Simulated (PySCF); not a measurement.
# C2H4ClGeSi, doublet, SMILES `[SiH2]C#[C][GeH2][Cl]`: electronic structure

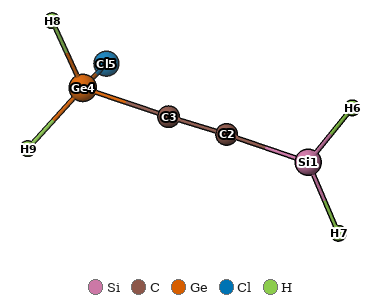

The molecule, with its atoms numbered as below. No frequency check shows the geometry to be a minimum.

Cartesian coordinates (Å):

```
Si1     -3.6912   -0.2667   -0.0018
C2      -1.9168    0.0307    0.0032
C3      -0.7258    0.3192   -0.0057
Ge4      1.1352    0.6361   -0.0074
Cl5      2.1681   -1.2005    0.0152
H6      -4.3937   -0.3543    1.2607
H7      -4.3196   -0.7547   -1.2109
H8       1.5248    1.4153    1.2218
H9       1.5375    1.3811   -1.2542
```

### 1. Bonding charge

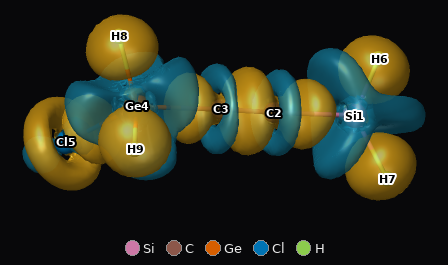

Deformation density (molecule less spherical, spin-averaged free atoms at the same positions), surfaces at ±0.04 e/Å³; yellow: gain, teal: loss.

PySCF calculation, PBE0/def2-TZVP, gas phase; geometry: GFN2-xTB. The stability of the open-shell solution wasn't checked. GFN2-xTB doesn't know the spin state, so this open-shell geometry is rough.

**How much density has each bond gained at its critical point, relative to the free atoms?**

C2–C3: +0.91 e/Å³ at the bond critical point (bond length 1.23 Å, Mayer order 2.8). Ge4–H8: +0.29 e/Å³ at the bond critical point (bond length 1.51 Å, Mayer order 0.9). Ge4–H9: +0.29 e/Å³ at the bond critical point (bond length 1.51 Å, Mayer order 0.9). Si1–H7: +0.24 e/Å³ at the bond critical point (bond length 1.45 Å, Mayer order 0.9). Si1–H6: +0.24 e/Å³ at the bond critical point (bond length 1.45 Å, Mayer order 0.9). C3–Ge4: +0.18 e/Å³ at the bond critical point (bond length 1.89 Å, Mayer order 0.8). Si1–C2: +0.17 e/Å³ at the bond critical point (bond length 1.80 Å, Mayer order 1.1). Ge4–Cl5: +0.08 e/Å³ at the bond critical point (bond length 2.11 Å, Mayer order 1.1). In all, 2.2 electrons gather in the regions of gain relative to the promolecule. A small or negative value marks a very polar bond, one between electron-rich atoms, whose free-atom densities already overlap strongly, a long bond to a heavier atom, or a closed-shell contact such as a hydrogen bond.

### 2. Local ionisation energy

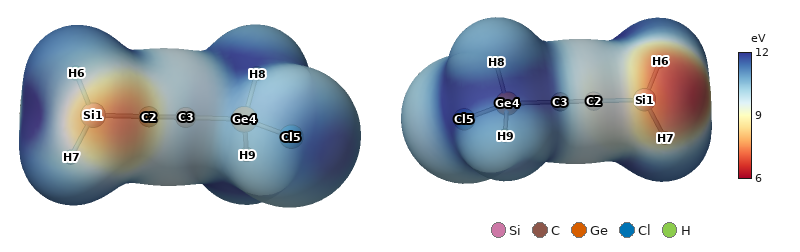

Average local ionisation energy on the surface of electron density 0.001 a.u. (back view left, front view right).

**Locate the minima of the map.**

The lowest value is 6.5 eV, 2.4 Å from Si1. Further minima include 7.2 eV, 2.3 Å from Si1; 9.5 eV, 2.0 Å from C3; 9.6 eV, off the C2–C3 bond (2.1 Å from its atoms), and at like points elsewhere. For comparison, the highest occupied orbital lies at −5.7 eV.

**What volume does the surface enclose, and what is the dipole moment?**

About 156 Å³; the dipole moment is 1.7 D.

### 3. Spin density

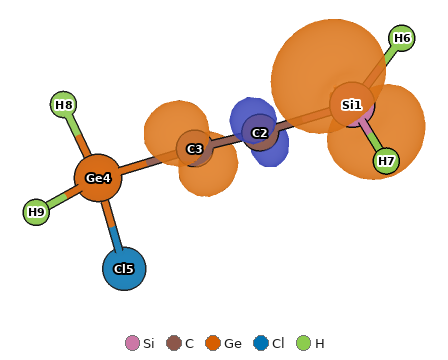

Spin density ρα − ρβ at ±0.05 e/Å³ (orange: excess α, blue: excess β).

**How is the spin shared among the atoms?**

Hirshfeld spin populations: Si1 +0.73 and C3 +0.18. ⟨S²⟩ = 0.76, against 0.75 for a pure state. The picture also shows regions of β spin from spin polarisation; the Hirshfeld sums, whose atoms overlap, net them against the α spin of neighbours.

### 4. Removing or adding an electron

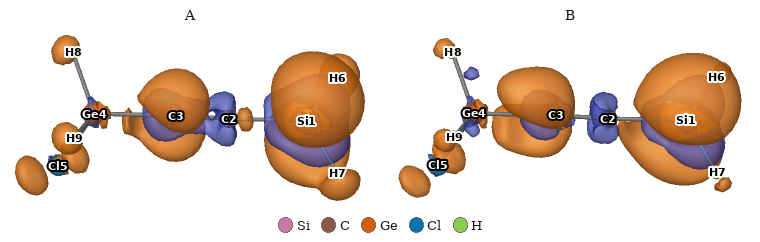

The two Fukui functions at ±0.02 e/Å³ (orange positive, blue negative).

PySCF calculation, r2SCAN/def2-SVPD, gas phase; geometry: GFN2-xTB. GFN2-xTB doesn't know the spin state, so this open-shell geometry is rough.

**Which panel is f⁻ (electron removed) and which f⁺ (electron added)?**

A is f⁻, B is f⁺. f⁻ (Hirshfeld-condensed) is largest on Si1 (0.48); the vertical ionisation energy is 7.72 eV (to the singlet cation, which needn't be its lowest state). f⁺ (Hirshfeld-condensed) is largest on Si1 (0.43); the vertical electron affinity is 1.10 eV (to the singlet anion, which needn't be its lowest state; the anion's highest orbital has positive energy, so this value and f⁺ depend on the basis).

The PySCF runs shown took 55 s and 2.7 min on 1 thread of Intel(R) Xeon(R) Platinum 8259CL CPU @ 2.50GHz (Skylake/Cascade Lake), with other jobs on the host.
